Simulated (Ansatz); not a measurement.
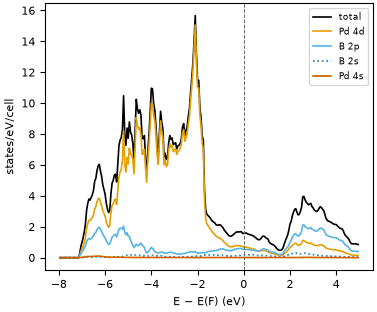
Fig. 1. Total and projected density of states of BPd2 in space group Pnnm (No. 58; Pd on 4g, B on 2a), plane-wave PAW r²SCAN (Ansatz code)

### Question
Which orbitals carry the states next to the Fermi level?

### Answer
Within 0.5 eV of the Fermi level: Pd 4d 44 %, B 2p 34 %, B 2s 10 %, outside the projected shells 10 %. Projections are on Löwdin-orthogonalised atomic valence shells; empty p or d shells of many metals are not among them.

### Question
Where is the tallest occupied peak in this window, and what makes it?

### Answer
Near -2.1 eV, about 16 states/eV per cell; the largest projected share is Pd 4d.

The workflow started from an entry of the Crystallography Open Database (COD). Its standing as an ambient phase is unchecked. The cell was relaxed with r²SCAN under the symmetry of its start; its stability against distortions is not shown here. No spin polarisation was allowed. Spin–orbit coupling is left out wherever it is not named.

Potentials: the later of the program's two PAW sets.
